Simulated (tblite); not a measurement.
# C$_{6}$H$_{8}$ (charge +1): geometry relaxation

System: C$_{6}$H$_{8}$, charge +1, multiplicity 2.
Method: GFN2-xTB geometry optimisation, gas phase (tblite 0.8.0).

It belongs to a series of runs on one base structure; here: electron removed.

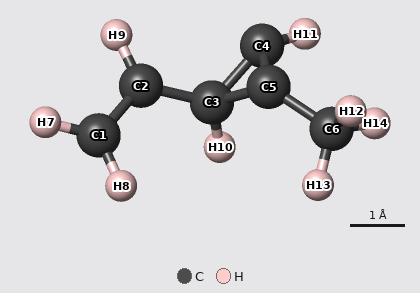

Figure 1. The starting structure (ball-and-stick view, seen at a tilt; atoms are numbered from 1 in the order of the input).

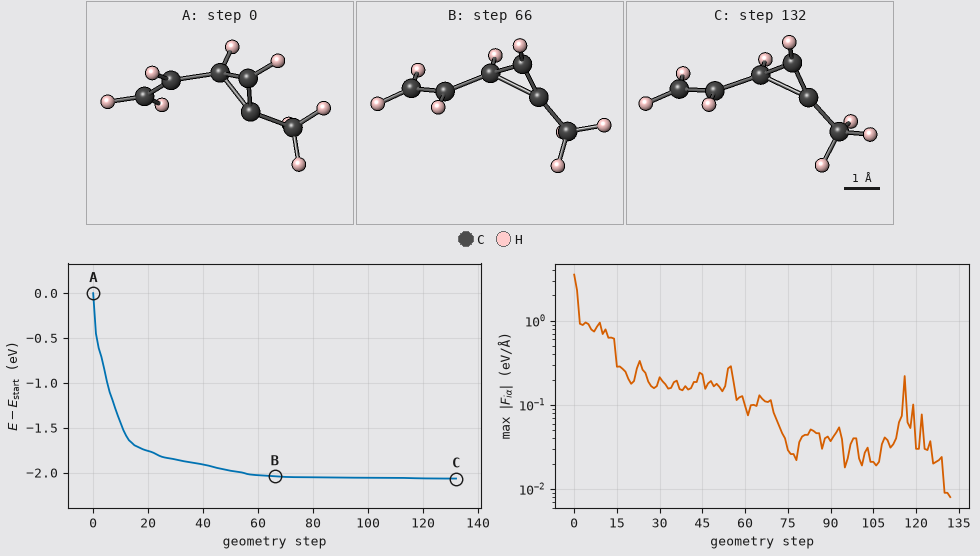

Figure 2. Frames of the relaxation (ball-and-stick view, seen at a tilt) above the curves, on which the letters mark them (steps are counted from 0).

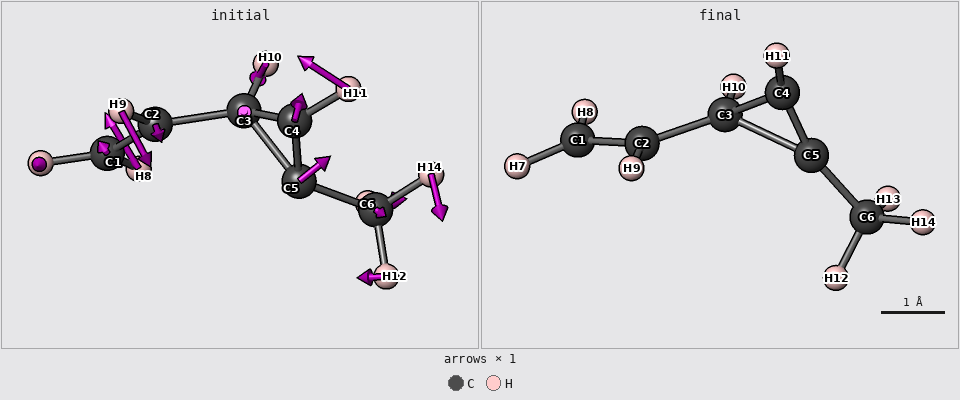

Figure 3. Before (left) and after (right) the relaxation, at one scale (ball-and-stick view, seen at a tilt). The pink arrows give the displacements, at true length. The largest move after the best rigid fit is that of H8, 1.06 Å. Largest moves by element: H 1.06 Å, C 0.66 Å. Among the contacts that change: C3–C5 1.448 → 1.601 Å, C3–C4 1.437 → 1.524 Å, C1–C2 1.436 → 1.354 Å, C5–C6 1.479 → 1.432 Å. Among the angles that change: C4–C5–C6 126.5° → 162.5°, C5–C4–H11 124.2° → 152.7°, C2–C3–C5 118.0° → 126.5°. The energy falls by 2.065 eV in 132 geometry steps. The largest force component goes from 3.5 to 0.008 eV/Å. (Atoms are counted from 1 in the order of the input.)

These pictures come from the run below.

Input:
```
{"job": {"kind": "relax", "xc": "GFN2-xTB", "basis": "xTB"}, "charge": 1, "multiplicity": 2}
C      2.212900     0.822100     0.860100
C      1.623700    -0.370400     0.317700
C      0.426000    -0.317000    -0.462500
C     -0.454000    -1.452900    -0.453300
C     -0.841800    -0.380100     0.234700
C     -2.089600     0.389400     0.036100
H      3.114200     0.769200     1.443000
H      1.720000     1.785500     0.727400
H      2.142700    -1.322200     0.497600
H      0.451400     0.243400    -1.388900
H     -1.063600    -1.956200    -1.188100
H     -2.682600     0.365300     0.959000
H     -1.864100     1.437100    -0.183300
H     -2.695900    -0.013600    -0.774900
```

The first line tells a small driver script what to run in tblite; the rest is the geometry in Å.

Run as:
```bash
OMP_NUM_THREADS=1 python <driver script> task.json out
```

Output:
```
step      E/eV     max force
  0    -442.17341    5.420
  1    -442.62272    2.798
  2    -442.78450    1.090
  3    -442.88338    1.065
  4    -443.01486    1.237
  5    -443.15741    0.954
  6    -443.27592    0.850
  7    -443.36097    0.831
  8    -443.45427    0.882
  9    -443.54040    0.993
 10    -443.62137    0.723
 11    -443.69952    0.937
 12    -443.76123    0.833
 13    -443.81070    0.716
 14    -443.83788    0.798
 15    -443.86705    0.360
 16    -443.88186    0.347
 17    -443.89723    0.314
 18    -443.91069    0.290
 19    -443.92163    0.262
 20    -443.93031    0.222
 21    -443.93956    0.231
 22    -443.95161    0.310
 23    -443.96740    0.364
 24    -443.98344    0.301
 25    -443.99548    0.282
 26    -444.00319    0.214
 27    -444.00901    0.191
 28    -444.01357    0.207
 29    -444.01918    0.184
 30    -444.02593    0.215
 31    -444.03311    0.199
 32    -444.03938    0.194
 33    -444.04508    0.179
 34    -444.05010    0.167
 35    -444.05596    0.230
 36    -444.06135    0.250
 37    -444.06579    0.208
 38    -444.07001    0.151
 39    -444.07545    0.171
 40    -444.08180    0.177
 41    -444.08795    0.223
 42    -444.09434    0.224
 43    -444.10275    0.259
 44    -444.11158    0.321
 45    -444.11905    0.312
 46    -444.12546    0.210
 47    -444.13134    0.187
 48    -444.13721    0.204
 49    -444.14472    0.193
 50    -444.15119    0.191
 51    -444.15562    0.171
 52    -444.15927    0.167
 53    -444.16369    0.186
 54    -444.16950    0.293
 55    -444.17727    0.309
 56    -444.18673    0.207
 57    -444.19224    0.165
 58    -444.19586    0.158
 59    -444.19843    0.183
 60    -444.20044    0.114
 61    -444.20256    0.085
 62    -444.20416    0.110
 63    -444.20555    0.129
 64    -444.20757    0.129
 65    -444.21026    0.136
 66    -444.21302    0.123
 67    -444.21534    0.167
 68    -444.21701    0.170
 69    -444.21856    0.154
 70    -444.21988    0.082
 71    -444.22094    0.073
 72    -444.22140    0.070
 73    -444.22205    0.054
 74    -444.22247    0.048
 75    -444.22278    0.039
 76    -444.22301    0.037
 77    -444.22322    0.031
 78    -444.22339    0.029
 79    -444.22355    0.040
 80    -444.22377    0.044
 81    -444.22414    0.048
 82    -444.22460    0.046
 83    -444.22502    0.052
 84    -444.22531    0.054
 85    -444.22554    0.050
 86    -444.22582    0.049
 87    -444.22613    0.034
 88    -444.22640    0.041
 89    -444.22660    0.045
 90    -444.22678    0.042
 91    -444.22705    0.049
 92    -444.22745    0.048
 93    -444.22787    0.058
 94    -444.22813    0.046
 95    -444.22827    0.023
 96    -444.22837    0.030
 97    -444.22852    0.041
 98    -444.22872    0.043
 99    -444.22893    0.053
100    -444.22908    0.030
101    -444.22918    0.028
102    -444.22928    0.027
103    -444.22938    0.034
104    -444.22945    0.022
105    -444.22950    0.023
106    -444.22953    0.021
107    -444.22959    0.024
108    -444.22971    0.039
109    -444.22991    0.047
110    -444.23019    0.044
111    -444.23045    0.039
112    -444.23068    0.043
113    -444.23096    0.044
114    -444.23145    0.063
115    -444.23226    0.078
116    -444.23253    0.221
117    -444.23411    0.071
118    -444.23489    0.057
119    -444.23561    0.112
120    -444.23599    0.032
121    -444.23629    0.034
122    -444.23664    0.086
123    -444.23684    0.031
124    -444.23700    0.031
125    -444.23738    0.043
126    -444.23753    0.025
127    -444.23766    0.025
128    -444.23780    0.024
129    -444.23785    0.030
130    -444.23788    0.011
131    -444.23790    0.012
132    -444.23791    0.009
```

Trajectory as extended XYZ (Å, eV, eV/Å), 8 of the 133 frames kept, from step=0 to step=132:
```
14
Properties=species:S:1:pos:R:3:forces:R:3 step=0 energy=-442.17341
C     2.2129    0.8221    0.8601   -1.9150  -2.9220  -1.4080
C     1.6237   -0.3704    0.3177    3.5370   3.2360   2.5280
C     0.4260   -0.3170   -0.4625    1.8740   0.3980  -1.4700
C    -0.4540   -1.4529   -0.4533   -1.2460  -2.0250  -1.2550
C    -0.8418   -0.3801    0.2347   -3.5260   1.6140  -0.1050
C    -2.0896    0.3894    0.0361    0.5500   0.2860   1.6540
H     3.1142    0.7692    1.4430    0.0630   0.0170  -0.1380
H     1.7200    1.7855    0.7274    0.2500  -0.3960   0.0870
H     2.1427   -1.3222    0.4976   -0.4770   0.4300   0.0180
H     0.4514    0.2434   -1.3889    0.4180   0.4750  -0.2440
H    -1.0636   -1.9562   -1.1881    0.5810  -0.8150   0.3710
H    -2.6826    0.3653    0.9590   -0.1770   0.0210  -0.1880
H    -1.8641    1.4371   -0.1833    0.0690  -0.1020   0.0370
H    -2.6959   -0.0136   -0.7749    0.0000  -0.2170   0.1130
14
Properties=species:S:1:pos:R:3:forces:R:3 step=19 energy=-443.92163
C     2.1809    0.7844    0.8618   -0.0460  -0.0670  -0.0530
C     1.6477   -0.3341    0.3695   -0.0610  -0.0150  -0.0840
C     0.4190   -0.3374   -0.4938    0.2040  -0.1440  -0.0800
C    -0.5301   -1.4443   -0.6979    0.1470   0.0520  -0.1520
C    -1.0582   -0.2926   -0.2728    0.1050   0.0310   0.0280
C    -2.1995    0.5187    0.0550   -0.0360  -0.0230   0.0270
H     3.0265    0.7297    1.5392   -0.1910   0.0650  -0.0630
H     1.7882    1.7701    0.6447    0.0940  -0.1160   0.0590
H     2.1421   -1.2928    0.4979   -0.1940   0.0710   0.0440
H     0.7615    0.2166   -1.3856   -0.1260   0.1690   0.0550
H    -0.6318   -2.4627   -0.9935   -0.0100  -0.0330   0.1770
H    -2.5005    0.2914    1.0864    0.0290   0.0690  -0.0230
H    -1.9946    1.5863   -0.0085    0.0740   0.0000   0.0770
H    -3.0518    0.2662   -0.5776    0.0110  -0.0590  -0.0110
14
Properties=species:S:1:pos:R:3:forces:R:3 step=38 energy=-444.07001
C     2.1584    0.7412    0.7996    0.0790  -0.0430  -0.0420
C     1.5631   -0.3644    0.3286   -0.0950   0.0130   0.0320
C     0.4450   -0.2622   -0.5927   -0.0220   0.0440  -0.0470
C    -0.4620   -1.4375   -0.7733    0.0770   0.0530  -0.0740
C    -1.0866   -0.3998   -0.2876   -0.0660  -0.0990  -0.0680
C    -2.1515    0.4887    0.0736    0.0260  -0.0270  -0.0030
H     2.8902    0.6719    1.5844    0.0890   0.0510   0.0620
H     1.8768    1.7285    0.4673    0.0960  -0.0150  -0.0250
H     1.8353   -1.3567    0.6687    0.0140   0.1130   0.0720
H     0.5770    0.5184   -1.3480   -0.0220  -0.0190   0.0990
H    -0.3297   -2.4889   -0.8785   -0.1360  -0.0300  -0.0320
H    -2.4242    0.3114    1.1156    0.0110  -0.0240   0.1490
H    -1.8558    1.5351   -0.0003    0.0130   0.0380  -0.0060
H    -3.0368    0.3138   -0.5328   -0.0630  -0.0540  -0.1180
14
Properties=species:S:1:pos:R:3:forces:R:3 step=57 energy=-444.19224
C     2.3286    0.6980    0.7127   -0.1070   0.0530   0.1140
C     1.4270   -0.2954    0.5204    0.0660  -0.0030  -0.0680
C     0.4239   -0.1792   -0.4915   -0.0720   0.0090  -0.0070
C    -0.4334   -1.3744   -0.8760    0.0750   0.0400  -0.0280
C    -1.1537   -0.4495   -0.3438    0.0560  -0.0880  -0.0040
C    -2.2257    0.3966    0.0789    0.0310  -0.0290  -0.0050
H     3.0526    0.6519    1.5061    0.0800  -0.0280   0.0420
H     2.2977    1.6090    0.1329    0.0890  -0.0860  -0.0450
H     1.4639   -1.1944    1.1277   -0.0450   0.0830  -0.0890
H     0.5631    0.6522   -1.1790    0.0260   0.0300  -0.0080
H    -0.2462   -2.3771   -1.1782   -0.0280  -0.0320   0.0360
H    -2.4087    0.2185    1.1404   -0.0870   0.0250   0.0700
H    -1.9638    1.4507   -0.0262   -0.0430   0.0500  -0.0140
H    -3.1261    0.1925   -0.4998   -0.0420  -0.0230   0.0060
14
Properties=species:S:1:pos:R:3:forces:R:3 step=75 energy=-444.22278
C     2.4231    0.6420    0.6962    0.0000   0.0010  -0.0020
C     1.3933   -0.2219    0.5354    0.0040   0.0290   0.0240
C     0.4076   -0.0815   -0.4927    0.0290   0.0180   0.0190
C    -0.4029   -1.3080   -0.8912   -0.0010  -0.0250   0.0040
C    -1.1499   -0.4143   -0.3416    0.0120  -0.0150  -0.0050
C    -2.2857    0.3460    0.0862    0.0050   0.0000  -0.0010
H     3.0799    0.5751    1.5479    0.0180  -0.0270  -0.0120
H     2.6192    1.4359   -0.0071   -0.0100   0.0140  -0.0010
H     1.2846   -1.0571    1.2161   -0.0080  -0.0280  -0.0100
H     0.5565    0.7470   -1.1800   -0.0050   0.0200  -0.0090
H    -0.1774   -2.3064   -1.1833   -0.0030   0.0040   0.0060
H    -2.4439    0.1841    1.1560   -0.0130   0.0020   0.0180
H    -2.1324    1.4186   -0.0485   -0.0060   0.0140  -0.0280
H    -3.1729    0.0400   -0.4687   -0.0230  -0.0060  -0.0020
14
Properties=species:S:1:pos:R:3:forces:R:3 step=94 energy=-444.22813
C     2.4553    0.6160    0.6907    0.0240   0.0390   0.0030
C     1.3970   -0.2154    0.5499    0.0220  -0.0120  -0.0110
C     0.3912   -0.0421   -0.4537    0.0200   0.0010  -0.0040
C    -0.3904   -1.2838   -0.8734   -0.0090   0.0000  -0.0090
C    -1.1563   -0.4036   -0.3267   -0.0040   0.0130   0.0140
C    -2.3169    0.3382    0.0665   -0.0060  -0.0040   0.0040
H     3.1663    0.4868    1.4901   -0.0180  -0.0040   0.0130
H     2.6261    1.4439    0.0203   -0.0060  -0.0070  -0.0100
H     1.2993   -1.0740    1.2027   -0.0060  -0.0160   0.0010
H     0.5298    0.8003   -1.1277    0.0090   0.0000   0.0140
H    -0.1374   -2.2775   -1.1572   -0.0070  -0.0050  -0.0080
H    -2.4574    0.2477    1.1470   -0.0070   0.0020   0.0060
H    -2.2121    1.4045   -0.1468    0.0100   0.0010  -0.0210
H    -3.1951   -0.0414   -0.4569   -0.0240  -0.0090   0.0100
14
Properties=species:S:1:pos:R:3:forces:R:3 step=113 energy=-444.23096
C     2.4455    0.6185    0.7073    0.0210   0.0130  -0.0050
C     1.4119   -0.2387    0.5415    0.0260   0.0130   0.0020
C     0.3959   -0.0502   -0.4511    0.0110  -0.0120   0.0010
C    -0.3960   -1.2788   -0.8869    0.0090   0.0130   0.0000
C    -1.1507   -0.3965   -0.3237   -0.0020  -0.0300  -0.0120
C    -2.3128    0.3440    0.0664   -0.0140  -0.0040   0.0140
H     3.1532    0.4973    1.5121   -0.0300  -0.0180  -0.0210
H     2.5982    1.4626    0.0508   -0.0140  -0.0260   0.0320
H     1.3334   -1.1228    1.1626    0.0100   0.0170   0.0190
H     0.5332    0.8104   -1.1014    0.0030  -0.0050  -0.0280
H    -0.1599   -2.2754   -1.1796   -0.0010   0.0400   0.0000
H    -2.4069    0.3369    1.1560   -0.0070   0.0030  -0.0210
H    -2.2480    1.3927   -0.2368    0.0050  -0.0250  -0.0120
H    -3.1978   -0.1005   -0.3926   -0.0160   0.0210   0.0320
14
Properties=species:S:1:pos:R:3:forces:R:3 step=132 energy=-444.23791
C     2.4346    0.5984    0.7517    0.0010  -0.0020   0.0000
C     1.4041   -0.2531    0.5387    0.0010   0.0010  -0.0020
C     0.4034   -0.0353   -0.4610   -0.0010   0.0000  -0.0010
C    -0.3880   -1.2455   -0.9424    0.0000   0.0010   0.0040
C    -1.1519   -0.3959   -0.3472   -0.0040   0.0000   0.0010
C    -2.3034    0.3405    0.0784   -0.0070  -0.0020  -0.0010
H     3.1306    0.4390    1.5587    0.0010   0.0000   0.0020
H     2.5932    1.4696    0.1356   -0.0020   0.0000   0.0000
H     1.3187   -1.1545    1.1335    0.0000   0.0010   0.0000
H     0.5399    0.8445   -1.0852    0.0020   0.0030   0.0000
H    -0.1461   -2.2249   -1.2812    0.0000  -0.0030  -0.0020
H    -2.2275    0.6066    1.1337    0.0010  -0.0010  -0.0030
H    -2.4076    1.2685   -0.4917    0.0000  -0.0020   0.0010
H    -3.2007   -0.2585   -0.0970    0.0080   0.0040   0.0020
```

Key numbers:

| quantity | value |
| --- | --- |
| outcome | converged |
| total energy | −444.2379 eV |
| hardware | 1 CPU thread, shared host |
| peak memory | 0.18 GiB |
